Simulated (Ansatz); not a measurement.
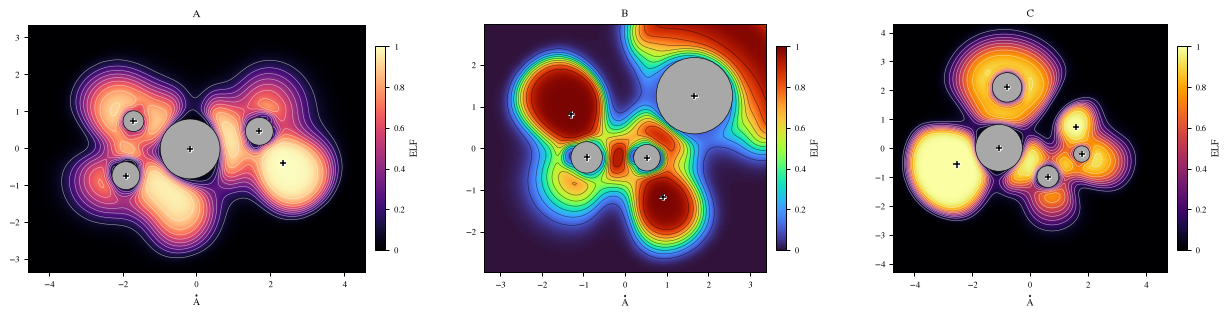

The ELF of 3 systems, each on a plane through atoms (crosses mark nuclei in the plane; grey discs cover the cores).

Method: RKS PBE0-D4/def2-TZVPP in Ansatz.

System 1: CH4GaN, the plane of atoms N2, C1 and H7. Geometry: PBE0-D4/def2-TZVP.

| atom | x (Å) | y (Å) | z (Å) |
| --- | --- | --- | --- |
| C | -0.1458 | 0.0986 | -0.6455 |
| N | 0.0682 | 0.0022 | 0.7817 |
| Ga | 1.2137 | -1.1805 | 1.6749 |
| H | -1.1854 | -0.1018 | -0.9344 |
| H | 0.1269 | 1.0813 | -1.0512 |
| H | -0.4895 | 0.6717 | 1.2961 |
| H | 0.4731 | -0.6394 | -1.1673 |

System 2: CH4AlClO (SMILES O[CH2][AlH][Cl]), the plane of atoms C2, Al3 and Cl4. Geometry: PBE0-D4/def2-TZVP.

```xyz
8

O    -0.0211    1.6285   -0.4382
C     0.3835    0.6182    0.4738
Al   -0.0697   -1.2184   -0.0463
Cl   -1.3371   -1.3043   -1.7294
H    -0.6751    1.2690   -1.0433
H    -0.0311    0.8220    1.4752
H     1.4723    0.6917    0.6041
H     0.3705   -2.5636    0.6483
```

System 3: C2H5AlO, the plane of atoms Al2, C3 and O4. Geometry: PBE0-D4/def2-TZVP.

```yaml
atoms:
  - { symbol: C, position_ang: [-0.6709, 1.3202, -1.0815] }
  - { symbol: Al, position_ang: [0.0513, -0.0767, 0.0442] }
  - { symbol: C, position_ang: [0.6787, -1.2802, 1.3493] }
  - { symbol: O, position_ang: [0.7893, -1.6095, -0.0979] }
  - { symbol: H, position_ang: [0.0397, 1.5750, -1.8721] }
  - { symbol: H, position_ang: [-0.9002, 2.2260, -0.5175] }
  - { symbol: H, position_ang: [-1.5912, 0.9768, -1.5621] }
  - { symbol: H, position_ang: [0.0385, -1.9805, 1.8877] }
  - { symbol: H, position_ang: [1.6532, -1.1974, 1.8328] }
```

**Which map belongs to which system?**

Panel A is system 3, C2H5AlO: the plane holds C, Al, O and H. C–O (1.49 Å): the ELF peaks at about 0.85 between the atoms (a shared but strongly polarised pair). Panel B is system 1, CH4GaN: the plane holds C, N, Ga and H. C–N (1.45 Å): the ELF peaks at about 0.90 between the atoms: a covalent bond. Panel C is system 2, CH4AlClO: the plane holds O, C, Al, Cl and H. C–O (1.42 Å): the ELF peaks at about 0.85 between the atoms: a polar covalent bond.
